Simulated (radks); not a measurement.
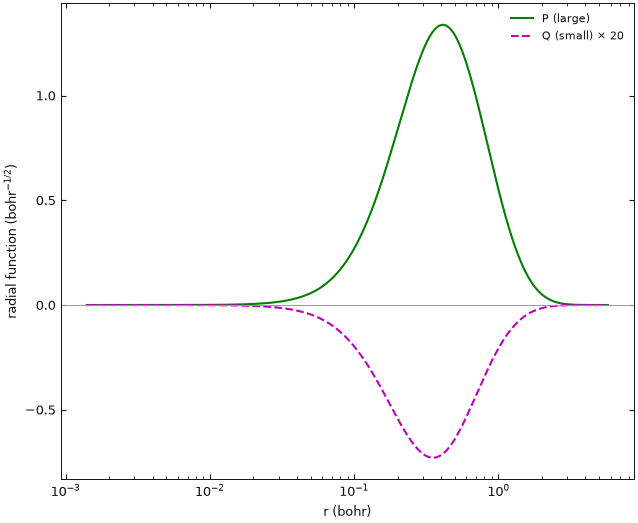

Kr²⁺ (Z = 36, 34 electrons) in the configuration [Ar] 3d10 4s2 4p4 (open shells shared over both j by 2j + 1). Theory: Dirac Kohn-Sham, PBEsol, spin-unpolarised, spherical densities, point nucleus (computed with the in-house radial solver radks).

The plot shows the large and small radial components of one occupied spinor.

Question: Which spinor (n, l, j) is it?

Answer: It is 3d5/2. The spinor has κ = −3: the large component has l = 2 and 0 radial nodes, the small one has l = 3. The small component carries 0.063 % of the norm; ⟨r⟩ = 0.556 bohr and the eigenvalue is −106.3 eV. The nodes of P give n − l − 1 and its extent picks the shell; Q has as many nodes as P for κ < 0 and one more for κ > 0.
